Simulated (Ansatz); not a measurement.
**SiTe2 (model cell, started as rutile): the cell at rest**

Wanted: the relaxed cell of SiTe2 (model cell, started as rutile).

Main program and level: Ansatz 0.2.0; DFT r2SCAN, scalar-relativistic, plane waves, PAW.

The structure was built from a prototype and need not be the compound's stable phase.

### Step 1. Set-up

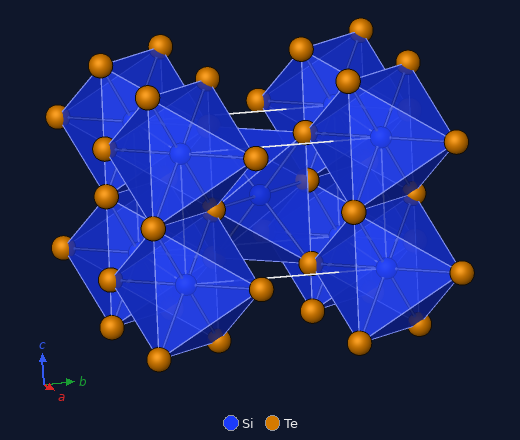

The cell as given, slightly off an axis (silicon blue, tellurium orange). Some periodic images of atoms are drawn too.

### Step 2. A coarse first look

First a cheap look: the gap decides the mesh and the occupations, the pressure tells how far the cell has to move.

Contents of input.yaml:

```yaml
crystal:
  lattice:
    - [6.0813, 0.0, 0.0]
    - [0.0, 6.0813, 0.0]
    - [0.0, 0.0, 3.92244]
  atoms:
    - { symbol: Si, position: [0.0, 0.0, 0.0] }
    - { symbol: Si, position: [0.5, 0.5, 0.5] }
    - { symbol: Te, position: [0.305, 0.305, 0.0] }
    - { symbol: Te, position: [0.695, 0.695, 0.0] }
    - { symbol: Te, position: [0.805, 0.195, 0.5] }
    - { symbol: Te, position: [0.195, 0.805, 0.5] }
kpoints:
  mp_grid: { grid: [4, 4, 6] }
hamiltonian:
  xc: r2scan
scf:
  occupations: { method: gaussian, width: 0.1 }
output:
  forces: true
  stress: true
  eigenvalues: true
```

Launch:

```bash
$ ansatz run input.yaml --threads 8 --pin off --max-ram 14336MiB --backend cpu --events-out ev --progress --plain --runs-dir out
```

Numbers of over 12 decimals in the logs are rounded to 6 here.

What it wrote:

```text
Engine: ansatz 0.2.0, aarch64-unknown-linux-gnu
Pseudopotentials: kind: paw
Pseudopotential: Si, paw, valence charge 4, recommended cutoff 500 eV (meta_gga), Si.paw.azcp
Pseudopotential: Te, paw, valence charge 16, recommended cutoff 500 eV (meta_gga), Te.paw.azcp
Functional definition: r2SCAN
  parameter k0 = 0.174
  parameter k1 = 0.065
  parameter a1 = 4.9479
  exchange = r2scan_x(k0 = k0, k1 = k1, a1 = a1)
[...]
k-point 0: bands = [... 32 lower, 9.3251, 9.3251, 10.6010, 10.9397, 10.9397, 11.8864, 13.1048, 13.1048, ... 4 higher]
  k-point 1: bands = [... 32 lower, 7.7663, 10.7289, 10.7289, 10.8116, 11.2314, 12.1959, 13.5525, 14.1965, ... 4 higher]
  k-point 2: bands = [... 32 lower, 6.9344, 9.4098, 9.4098, 9.6978, 10.5882, 12.4074, 15.4226, 15.4226, ... 4 higher]
  k-point 23: bands = [... 32 lower, 9.2396, 9.2396, 9.8571, 9.8571, 10.9868, 10.9868, 14.3922, 14.3922, ... 4 higher]
[key lines of the parts left out:]
SCF converged after 8 iterations
Free energy (F): -29255.062026 eV
Fermi energy:    10.677549 eV
P = ⅓ Tr σ = 11.7174 GPa (117.174 kbar)
```

Elapsed: 6.2 s, on 8 threads of Arm Neoverse N1, shared host; peak memory 0.96 GiB.

Numbers from this step:

```yaml
pressure: 11.72 GPa
volume_per_atom: 24.18 Å³
gap_on_the_k_mesh: 0 eV
```

The coarse mesh shows no gap and a pressure of 11.7 GPa.

### Step 3. Coarse relaxation

A rough relaxation comes first, because large forces or stress need no tight tolerances yet.

Changes to input.yaml since step 2:

```diff
@@ -22 +22,6 @@
   eigenvalues: true
+relax:
+  adjacent_minimum: "off"
+  f_tol: 0.05
+  max_steps: 80
+  cell: { stress_tol: 0.5 }
```

What it wrote:

```text
[...]
Crystal: 6 atoms, lattice volume = 145.060 Å³
Basis set: ecut = 500 eV, 3671 PW (Γ), exchange–correlation on 180×180×120 points (64 copies of the dense FFT grid, shifted against one another)
Bands: 44, of which v1, the nominal top of the filled ones, is band 36 counted from 1 (35 counted from 0)
Symmetry: 16 space group operations
[...]
k-points: 24 of 96
[...]
cell:  # Å, volume = 167.5834 Å³
    - [6.406976, 0, 0]
    - [0, 6.406976, 0]
    - [0, 0, 4.082487]
  atoms:
    - { symbol: Si, position: [-1.901702460523041e-19, 0, 0] }
    - { symbol: Si, position: [0.5, 0.5, 0.5] }
    - { symbol: Te, position: [0.300846, 0.300846, 0] }
    - { symbol: Te, position: [0.699154, 0.699154, 0] }
    - { symbol: Te, position: [0.800846, 0.199154, 0.5] }
    - { symbol: Te, position: [0.199154, 0.800846, 0.5] }
[key lines of the parts left out:]
SCF converged after 5 iterations
Free energy (F): -29255.833919 eV
Fermi energy:    8.425300 eV
P = ⅓ Tr σ = 0.2172 GPa (2.172 kbar)
```

Elapsed: 23 s, on 8 threads; peak memory 1.1 GiB; 2.9 min of CPU time.

Step by step:

```
step  energy less that of the first step (eV)  largest force component (eV/Å)  pressure (GPa)  volume (Å³)
   1                                   0.0000                          0.4380           11.72       145.06
   2                                  -0.7601                          0.0603            0.81       165.70
   3                                  -0.7683                          0.0416            0.20       167.58
  4*                                  -0.7719                          0.0416            0.22       167.58
```

Relaxation steps marked * repeat the geometry before them on a plane-wave basis chosen anew for their cell, so energy and pressure can jump there.

The run keeps the 16 symmetry operations that it works with, so distortions that break them were not tested.

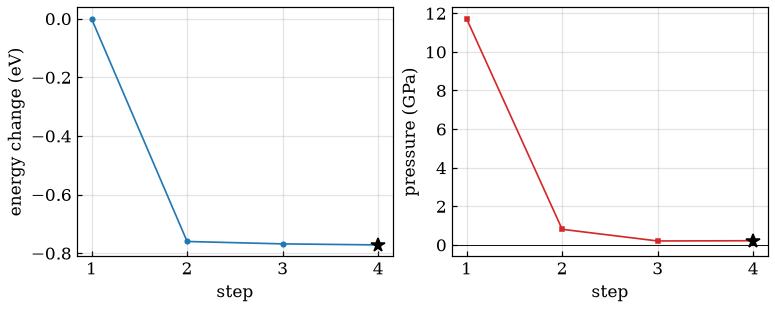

Energy and pressure along the relaxation. Stars mark steps on a basis chosen anew.

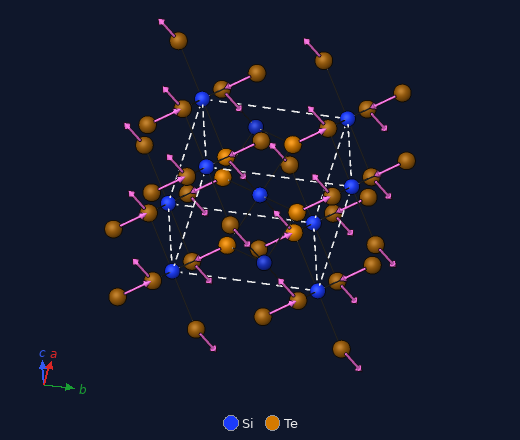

Displacements in the relaxation, exaggerated, measured against the changing cell; the longest in the cell stands for 0.04 Å. Some periodic images of atoms are drawn too.

```csv
"conventional cell, symmetrised",before,after,change
a (Å),6.081,6.407,+5.4 %
b (Å),6.081,6.407,+5.4 %
c (Å),3.922,4.082,+4.1 %
volume (Å³/atom),24.18,27.93,+15.5 %
```

The atoms that moved most (Å, as changes of fractional coordinates times the final cell):

```
atom      dx      dy     dz  length
 Te4   0.027   0.027  0.000   0.038
 Te3  -0.027  -0.027  0.000   0.038
 Te5  -0.027   0.027  0.000   0.038
 Te6   0.027  -0.027  0.000   0.038
```

Final coordinates:

```xyz
6
Lattice="6.4070 0.0000 0.0000 0.0000 6.4070 0.0000 0.0000 0.0000 4.0825" Properties=species:S:1:pos:R:3 pbc="T T T"
Si    0.0000    0.0000    0.0000
Si    3.2035    3.2035    2.0412
Te    1.9275    1.9275    0.0000
Te    4.4795    4.4795    0.0000
Te    5.1310    1.2760    2.0412
Te    1.2760    5.1310    2.0412
```

Numbers from this step:

```yaml
pressure: 0.2172 GPa
volume_per_atom: 27.93 Å³
```

In this step the volume went from 24.18 to 27.93 Å³/atom.

### Step 4. Relaxation

The cell and atoms are relaxed, since residual forces and stress would shift the frequencies.

Contents of input.yaml:

```yaml
crystal:
  lattice:
    - [6.4069758316, 0.0, 0.0]
    - [0.0, 6.4069758316, 0.0]
    - [0.0, 0.0, 4.0824870328]
  atoms:
    - { symbol: Si, position: [0.0, 0.0, 0.0] }
    - { symbol: Si, position: [0.5, 0.5, 0.5] }
    - { symbol: Te, position: [0.3008457272, 0.3008457272, 0.0] }
    - { symbol: Te, position: [0.6991542728, 0.6991542728, 0.0] }
    - { symbol: Te, position: [0.8008457272, 0.1991542728, 0.5] }
    - { symbol: Te, position: [0.1991542728, 0.8008457272, 0.5] }
kpoints:
  mp_grid: { grid: [6, 6, 10] }
hamiltonian:
  xc: r2scan
scf:
  occupations: { method: gaussian, width: 0.1 }
output:
  forces: true
  stress: true
  eigenvalues: true
  write_density: true
  write_potential: true
  elf: true
  volumetric_format: npy
relax:
  adjacent_minimum: "off"
  f_tol: 0.005
  max_steps: 80
  cell: { stress_tol: 0.05 }
```

What it wrote:

```text
[...]
Crystal: 6 atoms, lattice volume = 167.583 Å³
Basis set: ecut = 500 eV, 4251 PW (Γ), exchange–correlation on 192×192×120 points (64 copies of the dense FFT grid, shifted against one another)
Bands: 44, of which v1, the nominal top of the filled ones, is band 36 counted from 1 (35 counted from 0)
Symmetry: 16 space group operations
[...]
k-points: 60 of 360
[...]
SCF iter   1: F=—  HF=-29255.766771 eV  |F-HF|=—  |Δ(HF+E_count)|=         —  Δρ=4.97e-3  dr2=7.72e-2  dr2_τ=8.09e-3  ethr=1.77e-3  ⟨swp⟩=7.5  Hψ=11404  notcnv=0  defer=12
[...]
SCF iter   8: F=-29255.801788 eV  HF=-29255.801788 eV  |F-HF|=2.86e-9  |Δ(HF+E_count)|=   3.00e-8  Δρ=2.92e-6  dr2=1.46e-8  dr2_τ=6.07e-10  ethr=1.39e-10  ⟨swp⟩=15.5  Hψ=19264  notcnv=0
SCF 1 converged in 8 iterations: F = -29255.801788 eV  dr2 = 1.46e-8
[...]
relax step   1: F+E_penalty+E_count = -29255.80178798 eV  Δ(F+E_penalty+E_count) = +0.000e0 eV  max|allowed force component| = 8.592e-2 eV/Å  Δτ_max = 0.0000 Å  P = +0.271 GPa  Ω = 167.583 Å³  (8 SCF iters, dr2 threshold 1.00e-7 eV, accepted)
Crystal: 6 atoms, lattice volume = 169.404 Å³
Basis set: ecut = 500 eV, 4291 PW (Γ), exchange–correlation on 192×192×120 points (64 copies of the dense FFT grid, shifted against one another)
[...]
SCF iter   6: F=-29255.812209 eV  HF=-29255.812209 eV  |F-HF|=2.43e-8  |Δ(HF+E_count)|=   3.96e-7  Δρ=4.74e-6  dr2=4.65e-8  dr2_τ=4.64e-10  ethr=8.33e-10  ⟨swp⟩=12.0  Hψ=19368  notcnv=0
SCF 2 converged in 6 iterations: F = -29255.812209 eV  dr2 = 4.65e-8
relax step   2: F+E_penalty+E_count = -29255.81220893 eV  Δ(F+E_penalty+E_count) = -1.042e-2 eV  max|allowed force component| = 5.747e-3 eV/Å  Δτ_max = 0.0164 Å  P = -0.137 GPa  Ω = 169.404 Å³  energy of the carried Pulay correction = -1.868e-4 eV  (6 SCF iters, dr2 threshold 6.00e-7 eV, accepted)
Crystal: 6 atoms, lattice volume = 169.042 Å³
Basis set: ecut = 500 eV, 4307 PW (Γ), exchange–correlation on 192×192×120 points (64 copies of the dense FFT grid, shifted against one another)
[...]
SCF iter   5: F=-29255.813375 eV  HF=-29255.813375 eV  |F-HF|=3.05e-8  |Δ(HF+E_count)|=   6.62e-7  Δρ=7.56e-6  dr2=1.72e-7  dr2_τ=1.27e-9  ethr=4.86e-10  ⟨swp⟩=11.9  Hψ=19200  notcnv=0
SCF 3 converged in 5 iterations: F = -29255.813375 eV  dr2 = 1.72e-7
relax step   3: F+E_penalty+E_count = -29255.81337533 eV  Δ(F+E_penalty+E_count) = -1.166e-3 eV  max|allowed force component| = 1.483e-2 eV/Å  Δτ_max = 0.0073 Å  P = -0.013 GPa  Ω = 169.042 Å³  energy of the carried Pulay correction = -1.499e-4 eV  (5 SCF iters, dr2 threshold 3.50e-7 eV, accepted)
[...]
relax step   4: F+E_penalty+E_count = -29255.81359221 eV  Δ(F+E_penalty+E_count) = -2.169e-4 eV  max|allowed force component| = 1.238e-3 eV/Å  Δτ_max = 0.0037 Å  P = +0.025 GPa  Ω = 168.979 Å³  energy of the carried Pulay correction = -1.434e-4 eV  (6 SCF iters, dr2 threshold 1.37e-8 eV, accepted)
[...]
SCF iter   1: F=—  HF=-29255.813733 eV  |F-HF|=—  |Δ(HF+E_count)|=         —  Δρ=1.42e-5  dr2=2.64e-8  dr2_τ=1.80e-7  ethr=2.56e-7  ⟨swp⟩=3.4  Hψ=17642  notcnv=0
eigensolver tolerance schedule: the retry pair's looser diagonalisation over-reported the residual by 6975.62 of it (diagonalisation noise at 1.36 of the residual, at the tolerance the schedule requests for it); recorded, not acted on — ethr = c·dr2/N_el stays at c = 1.0e-1
[...]
SCF iter   2: F=—  HF=-29255.813760 eV  |F-HF|=—  |Δ(HF+E_count)|=   2.65e-5  Δρ=7.33e-6  dr2=7.85e-9  dr2_τ=9.52e-9  ethr=3.67e-11  ⟨swp⟩=4.3  Hψ=7424  notcnv=0
[...]
SCF iter   5: F=-29255.813760 eV  HF=-29255.813760 eV  |F-HF|=2.91e-11  |Δ(HF+E_count)|=  4.22e-10  Δρ=6.30e-8  dr2=1.14e-11  dr2_τ=3.29e-13  ethr=1.00e-12  ⟨swp⟩=8.0  Hψ=13341  notcnv=0
SCF 5 converged in 5 iterations: F = -29255.813760 eV  dr2 = 1.14e-11
relax step   5: F+E_penalty+E_count = -29255.81376000 eV  Δ(F+E_penalty+E_count) = -1.678e-4 eV  max|allowed force component| = 1.253e-3 eV/Å  Δτ_max = 0.0000 Å  P = +0.026 GPa  Ω = 168.979 Å³  stress off target by 3.54e-2 GPa  SCF on the basis re-selected at this cell (its energy is not comparable with the rows above)  (5 SCF iters)
[...]
SCF converged after 5 iterations
Free energy (F): -29255.813760 eV
[...]
Internal energy: -29255.796274 eV  (E = F + TS)
E sigma→0 (E₀):  -29255.805017 eV
Entropy (-TS):   -0.017486 eV (-2.914 meV/atom)
Fermi energy:    8.367545 eV
[...]
--- Forces (eV/Å), atoms counted from 1 ---
  atom   1  Si    -0.00000000     0.00000000     0.00000000
  atom   2  Si     0.00000000     0.00000000     0.00000000
  atom   3  Te    -0.00125285    -0.00125285     0.00000000
  atom   4  Te     0.00125285     0.00125285     0.00000000
  atom   5  Te    -0.00125285     0.00125285     0.00000000
  atom   6  Te     0.00125285    -0.00125285     0.00000000
  max |Σ_I F_I| component: 3.47e-18 eV/Å
--- Stress (GPa, compression-positive) ---
        0.021644       0.000000       0.000000
        0.000000       0.021644       0.000000
        0.000000       0.000000       0.035362
  P = ⅓ Tr σ = 0.0262 GPa (0.262 kbar)
--- Band table (eV; the first three rows and the last of 60) ---
  k-point 0: bands = [... 32 lower, 7.3346, 7.3346, 8.4435, 8.4435, 8.7903, 9.2835, 10.4480, 10.4480, ... 4 higher]
  k-point 1: bands = [... 32 lower, 6.6470, 7.8840, 8.4939, 8.4939, 9.1313, 9.3675, 10.8870, 10.8870, ... 4 higher]
  k-point 2: bands = [... 32 lower, 5.5576, 8.1819, 8.1819, 8.4654, 8.6784, 10.4838, 11.3144, 11.6013, ... 4 higher]
  k-point 59: bands = [... 32 lower, 7.1951, 7.1951, 7.6390, 7.6390, 8.2452, 8.2452, 11.8843, 11.8843, ... 4 higher]
--- Relaxed structure (4 steps of the walk, 4 accepted, 1 SCFs on fresh bases) ---
[...]
cell:  # Å, volume = 168.9789 Å³
    - [6.474246, 0, 0.0]
    - [0, 6.474246, 0.0]
    - [0.0, 0.0, 4.031382]
  atoms:
    - { symbol: Si, position: [1.0153328506139382e-19, 0, 0.0] }
    - { symbol: Si, position: [0.5, 0.5, 0.500000] }
    - { symbol: Te, position: [0.302255, 0.302255, 0.0] }
    - { symbol: Te, position: [0.697745, 0.697745, 0.0] }
    - { symbol: Te, position: [0.802255, 0.197745, 0.500000] }
    - { symbol: Te, position: [0.197745, 0.802255, 0.500000] }
```

It took 61 s on 8 threads; peak memory 1.3 GiB; 8 min of CPU time.

Step by step:

```csv
step,energy less that of the first step (eV),largest force component (eV/Å),pressure (GPa),volume (Å³)
1,0.0000,0.0859,0.27,167.58
2,-0.0104,0.0057,-0.14,169.40
3,-0.0116,0.0148,-0.01,169.04
4,-0.0118,0.0012,0.03,168.98
5*,-0.0120,0.0013,0.03,168.98
```

Relaxation steps marked * repeat the geometry before them on a plane-wave basis chosen anew for their cell, so energy and pressure can jump there.

Forces are held to the 16 operations that the run works with; a distortion that breaks them can't arise in this run.

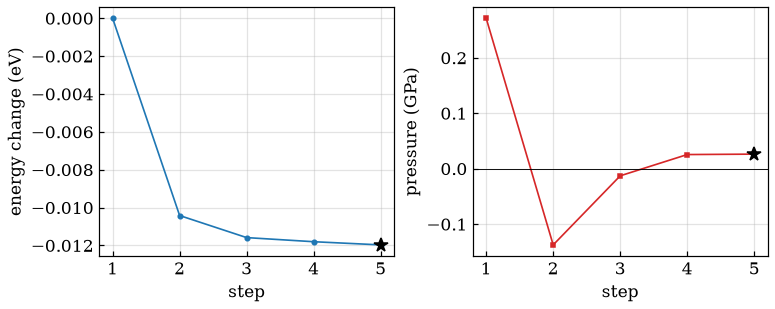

Energy and pressure along the relaxation. Stars mark steps on a basis chosen anew.

```
conventional cell, symmetrised  before  after  change
                         a (Å)   6.407  6.474  +1.0 %
                         b (Å)   6.407  6.474  +1.0 %
                         c (Å)   4.082  4.031  -1.3 %
              volume (Å³/atom)   27.93  28.16  +0.8 %
```

The atoms that moved most (Å, as changes of fractional coordinates times the final cell):

```csv
atom,dx,dy,dz,length
Te4,-0.009,-0.009,0.000,0.013
Te3,0.009,0.009,0.000,0.013
Te5,0.009,-0.009,0.000,0.013
Te6,-0.009,0.009,0.000,0.013
```

Final coordinates:

```xyz
6
Lattice="6.4742 0.0000 0.0000 0.0000 6.4742 0.0000 0.0000 0.0000 4.0314" Properties=species:S:1:pos:R:3 pbc="T T T"
Si    0.0000    0.0000    0.0000
Si    3.2371    3.2371    2.0157
Te    1.9569    1.9569    0.0000
Te    4.5174    4.5174    0.0000
Te    5.1940    1.2803    2.0157
Te    1.2803    5.1940    2.0157
```

Numbers from this step:

| Quantity | Value |
| --- | --- |
| pressure | 0.02622 GPa |
| volume per atom | 28.16 Å³ |

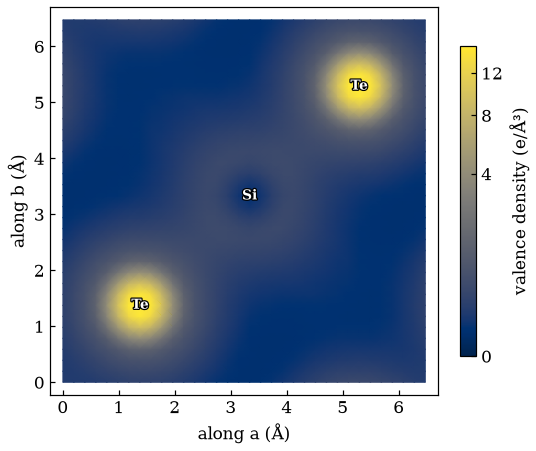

Valence density in the ab plane at fractional z = 0.000, with atoms of Si and Te within 0.2 Å of it. It is the smooth field of the valence electrons, not physical close to the nuclei. The map starts off the cell's origin, so that atoms lie inside it. The colour scale is stretched toward low values.

(Part 1 of 2 ends here.)

[Logs are printed without paths, hosts, clocks, repeated set-up lines and the standing remarks that a program may print on its own settings, such as how far it seeks lower states.]

[Hosts, paths, dates, database ids (printed as entryN), source tags and the programs' standing remarks are cut or masked in the printed files.]
